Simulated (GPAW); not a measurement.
# Core-hole calculation of the Mo L₃ edge in Mo (Im-3m)

Aim: the dependence of the Mo L₃ near-edge features of Mo (Im-3m) on volume.

Main program and level: GPAW 26.7.0; X-ray absorption from dipole matrix elements to empty bands, plane-wave PAW revPBE.

### 1. Starting point

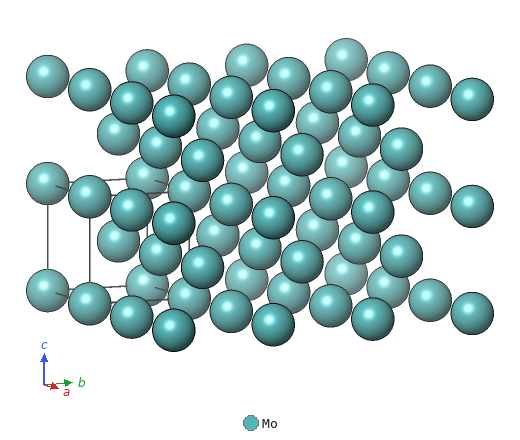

Start, viewed slightly off an axis; molybdenum teal. 3×3×2 cells are drawn. This picture shows the conventional cell, with its axes. Some periodic images of atoms are drawn too.

Structure file:

```
Mo
1.0
    -1.57342    1.57342    1.57342
     1.57342   -1.57342    1.57342
     1.57342    1.57342   -1.57342
Mo
1
Cartesian
  0.0000 0.0000 0.0000
```

### 2. Ground state of the crystal

The ground state comes first: it tells whether the system has a gap, which decides how the excited electron is treated.

scf.py

```python
import numpy as np
from ase import Atoms
from ase.parallel import parprint, paropen
from gpaw import GPAW, PW, FermiDirac, Mixer, MixerDif, setup_paths
from gpaw.test import gen
setup_paths.insert(0, '.')
gen('Mo', name='nch2p', xcname='revPBE', corehole=(2, 1, 0), write_xml=True)
from gpaw.mpi import world
world.barrier()

atoms = Atoms('Mo',
    cell=[[-1.573415, 1.573415, 1.573415],
     [1.573415, -1.573415, 1.573415],
     [1.573415, 1.573415, -1.573415]],
    scaled_positions=[[0, 0, 0]],
    pbc=True)
atoms.calc = calc = GPAW(legacy_gpaw=True, mode=PW(430, force_complex_dtype=True), xc='revPBE', setups={0: 'nch2p'},
    kpts={'size': (11, 11, 11), 'gamma': True}, occupations=FermiDirac(0.05),
    charge=0, mixer=Mixer(0.1, 5, 50), maxiter=150,
    convergence={'density': 0.0001, 'eigenstates': 1e-6}, txt='scf.txt')
energy = atoms.get_potential_energy() + calc.get_reference_energy()
ef = calc.get_fermi_level()
out = dict(energy=energy, fermi=ef, forces=atoms.get_forces().tolist())
parprint(f'all-electron energy {energy:.4f} eV, Fermi level {ef:.4f} eV')
ev = np.array([[calc.get_eigenvalues(k, s) for k in range(len(calc.get_ibz_k_points()))] for s in range(calc.get_number_of_spins())])
out['homo'], out['lumo'], out['counts'] = ev[ev < ef].max(), ev[ev > ef].min(), sorted(set((ev < ef).sum((0, 2)).tolist()))
out['filled'] = (ev[:, 0] < ef).sum(1).tolist()
import json
with paropen('out.json', 'w') as f:
    json.dump(out, f)
```

The run is started by

```
> OMP_NUM_THREADS=1 mpirun -n 4 gpaw python scf.py
```

Numbers of over 12 decimals in the logs are rounded to 6 here.

What it wrote:

```text
Input parameters:
  convergence: {density: 0.0001,
                eigenstates: 1e-06}
  kpts: {gamma: True,
         size: (11, 11, 11)}
  maxiter: 150
  mixer: {backend: pulay,
          beta: 0.1,
          method: separate,
          nmaxold: 5,
          weight: 50}
  mode: {ecut: 430.0,
         force_complex_dtype: True,
         name: pw}
  occupations: {fixmagmom: False,
                name: fermi-dirac,
                width: 0.05}
  setups: {0: nch2p}
  xc: revPBE

Initialize ...

[... PAW data sets ...]

Reference energy: -110139.512095  # eV

Spin-paired calculation

[... convergence settings ...]
Symmetries present (total): 48
  [... symmetry matrices ...]

1331 k-points: 11 x 11 x 11 Monkhorst-Pack grid
56 k-points in the irreducible part of the Brillouin zone
       k-points in crystal coordinates                weights
   0:     0.00000000    0.00000000    0.00000000          1/1331
   1:     0.09090909    0.00000000    0.00000000         12/1331
   2:     0.09090909    0.09090909   -0.09090909          6/1331
   3:     0.18181818    0.00000000   -0.09090909         24/1331
   4:     0.18181818    0.00000000    0.00000000         12/1331
   5:     0.18181818    0.09090909   -0.09090909         24/1331
   6:     0.18181818    0.18181818   -0.18181818          6/1331
   7:     0.27272727   -0.09090909   -0.09090909          8/1331
   8:     0.27272727    0.00000000   -0.09090909         48/1331
   9:     0.27272727    0.00000000    0.00000000         12/1331
          ...
  55:     0.45454545    0.45454545    0.45454545          8/1331

Wave functions: Plane wave expansion
  Cutoff energy: 430.000 eV
  Number of coefficients (min, max): 306, 329
  Pulay-stress correction: 0.000000 eV/Ang^3 (de/decut=0.000000)
  Using FFTW library
  Wavefunction extrapolation:
    Improved wavefunction reuse through dual PAW basis

Occupation numbers: Fermi-Dirac:
  width: 0.0500  # eV

Eigensolver
   Davidson(niter=2)

Densities:
  Coarse grid: 14*14*14 grid
  Fine grid: 28*28*28 grid
  Total Charge: 0.000000

Density mixing:
  Method: separate
  Backend: pulay
  Linear mixing parameter: 0.1
  old densities: 5
  Width of damping distribution: 1.1
  Damping of long wavelength oscillations: 50

[... Hamiltonian set-up ...]
Number of atoms: 1
Number of atomic orbitals: 13
Number of bands in calculation: 13
Number of valence electrons: 14
Bands to converge: occupied

... initialized

Initializing position-dependent things.

Density initialized from atomic densities
Creating initial wave functions:
  13 bands from LCAO basis set

       Mo

Atomic positions and initial magnetic moments

Positions:
   0 Mo     0.000000    0.000000    0.000000    ( 0.0000,  0.0000,  0.0000)

Unit cell:
           periodic     x           y           z      points  spacing
  1. axis:    yes   -1.573415    1.573415    1.573415    14     0.1589
  2. axis:    yes    1.573415   -1.573415    1.573415    14     0.1589
  3. axis:    yes    1.573415    1.573415   -1.573415    14     0.1589

  Lengths:   2.725235   2.725235   2.725235
  Angles:  109.471221 109.471221 109.471221

Effective grid spacing dv^(1/3) = 0.1784

iter:   1   -11.595095
iter:   2   -11.343524   -0.90  -1.17
iter:   3   -10.820568   -0.91  -1.24
iter:   4   -10.781959   -3.03  -1.87
iter:   5   -10.779114   -3.55  -1.98
iter:   6   -10.769317   -2.83  -2.15
iter:   7   -10.768490   -4.53  -2.80
iter:   8   -10.768405c  -5.41  -2.92
iter:   9   -10.768405c  -7.20c -4.12c

Converged after 9 iterations.

Dipole moment: (0.000000, 0.000000, -0.000000) |e|*Ang

Energy contributions relative to reference atoms: (reference = -110139.512095)

Kinetic:        -11.927218
Potential:       +6.551737
External:        +0.000000
XC:              -5.104099
Entropy (-ST):   -0.010575
Local:           -0.283538
SIC:             +0.000000
--------------------------
Free energy:    -10.773693
Extrapolated:   -10.768405

Showing only first 2 kpts
 Kpt  Band  Eigenvalues  Occupancy
  0     5     12.28318    2.00000
  0     6     12.28318    2.00000
  0     7     12.28318    2.00000
  0     8     15.26331    0.00000

  1     5     12.08466    2.00000
  1     6     12.24372    2.00000
  1     7     12.62115    2.00000
  1     8     14.99326    0.00000

Fermi level: 13.54699

No gap
No difference between direct/indirect transitions

Forces in eV/Ang:
  0 Mo   -0.00000    0.00000    0.00000
Scalar-relativistic atomic revPBE calculation for Mo (Molybdenum, Z=42)
Core hole in 2p state (2p occupation: 6.0)
750 radial gridpoints.
|------------------------------------------------|
|------------------------------------------------|
[... the atom generator's iteration count ...]

Energy contributions:
-------------------------
Kinetic:    +4171.213108
XC:          -123.645724
Potential:  -8095.119831
-------------------------
Total:      -4047.552447

state      eigenvalue         ekin         rmax
-----------------------------------------------
1s^2.0 :  -727.946978   924.033059        0.023
2s^2.0 :  -102.834077   186.983676        0.130
2p^6.0 :   -91.972657   179.927904        0.104
3s^2.0 :   -17.504804    49.321659        0.384
3p^6.0 :   -13.936490    45.595431        0.377
3d^10.0:    -8.118114    40.165239        0.323
4s^2.0 :    -2.361205    10.982822        0.990
4p^6.0 :    -1.412799     8.831666        1.072
4d^5.0 :    -0.135961     3.939411        1.382
5s^1.0 :    -0.146945     1.091231        2.954
5p^0.0 :    -0.037059     0.427538        4.143
-----------------------------------------------
(units: Bohr and Hartree)

Generating PAW setup
Kinetic energy of the core from tauc = 4155.576383242967
Cutoffs:
rc(s)=2.340
rc(p)=2.450
rc(d)=2.450
rc(vbar)=2.340
rc(comp)=2.270
rc(nct)=2.450

Kinetic energy of the core states: 4075.469186
Charge: 0.0
Core electrons: 28.0
Valence electrons: 14.0
Pseudo-core charge: 0.000407
Shape function alpha=1.941
Pseudo-electron charge 7.293490
state    eigenvalue         norm
--------------------------------
4s(2) :    -2.361205     0.497964
5s(1) :    -0.146945     0.978258
4p(6) :    -1.412799     0.336071
5p(0) :    -0.037059     0.986060
4d(5) :    -0.135961     0.660494
*d    :     0.864039
--------------------------------

Diagonalizing with gridspacing h=0.050

state   all-electron     PAW
-------------------------------
4s:      -2.361205    -2.361878
4p:      -1.412799    -1.414111
4d:      -0.135961    -0.137524
*f:                    0.061654
-------------------------------
all-electron energy -110150.2805 eV, Fermi level 13.5470 eV
```

It took 4.2 s on 4 MPI ranks of Arm Neoverse V2, shared host; peak memory 0.15 GiB; 16 s of CPU time.

The mesh shows no gap, so the system is treated as a metal and the core electron is put at the Fermi level (neutral cell).

### 3. Reference energy of the supercell

The photon energy needs a difference of total energies, so the cell and mesh of the coming hole run are first run without a hole.

scf.py, as its differences from that of step 2:

```diff
@@ -10,10 +10,17 @@
 
-atoms = Atoms('Mo',
-    cell=[[-1.573415, 1.573415, 1.573415],
-     [1.573415, -1.573415, 1.573415],
-     [1.573415, 1.573415, -1.573415]],
-    scaled_positions=[[0, 0, 0]],
+atoms = Atoms('Mo8',
+    cell=[[-3.14683, 3.14683, 3.14683],
+     [3.14683, -3.14683, 3.14683],
+     [3.14683, 3.14683, -3.14683]],
+    scaled_positions=[[0, 0, 0],
+     [0, 0, 0.5],
+     [0, 0.5, 0],
+     [0.5, 0, 0],
+     [0, 0.5, 0.5],
+     [0.5, 0, 0.5],
+     [0.5, 0.5, 0],
+     [0.5, 0.5, 0.5]],
     pbc=True)
 atoms.calc = calc = GPAW(legacy_gpaw=True, mode=PW(430, force_complex_dtype=True), xc='revPBE', setups={0: 'nch2p'},
-    kpts={'size': (11, 11, 11), 'gamma': True}, occupations=FermiDirac(0.05),
+    kpts={'size': (5, 5, 5), 'gamma': True}, occupations=FermiDirac(0.1),
     charge=0, mixer=Mixer(0.1, 5, 50), maxiter=150,
```

What it wrote:

```text
Input parameters:
  convergence: {density: 0.0001,
                eigenstates: 1e-06}
  kpts: {gamma: True,
         size: (5, 5, 5)}
  maxiter: 150
  mixer: {backend: pulay,
          beta: 0.1,
          method: separate,
          nmaxold: 5,
          weight: 50}
  mode: {ecut: 430.0,
         force_complex_dtype: True,
         name: pw}
  occupations: {fixmagmom: False,
                name: fermi-dirac,
[...]
5s(1) :    -0.146945     0.978258
4p(6) :    -1.412799     0.336071
5p(0) :    -0.037059     0.986060
4d(5) :    -0.135961     0.660494
*d    :     0.864039
--------------------------------

Diagonalizing with gridspacing h=0.050

state   all-electron     PAW
-------------------------------
4s:      -2.361205    -2.361878
4p:      -1.412799    -1.414111
4d:      -0.135961    -0.137524
*f:                    0.061654
-------------------------------
all-electron energy -881202.3247 eV, Fermi level 13.7170 eV
[key lines of the parts left out:]
Converged after 17 iterations.
Dipole moment: (0.000000, 0.000000, 0.000000) |e|*Ang
Free energy:    -86.357061
Fermi level: 13.71697
```

Run time: 21 s. Hardware: 4 MPI ranks; peak memory 0.21 GiB.

Reference energy: -881202.325 eV with the cores included.

[end of part 1 of 4]

[Banner, clock and machine lines of the logs are left out without a mark of their own.]

[Logs are printed without paths, hosts, clocks, repeated set-up lines and the standing remarks that a program may print on its own settings, such as how far it seeks lower states.]

[Hosts, paths, dates, database ids (printed as entryN), source tags and the programs' standing remarks are cut or masked in the printed files.]

[Lists of maxima count a maximum above −3 eV only where it reaches 4 % of the highest in the window and stands out from its surroundings by 2 % of it (1.5 % where it reaches 55 %); shoulders and weaker maxima are passed over, and of the rest the first, up to two pre-edge ones and the few strongest are named.]
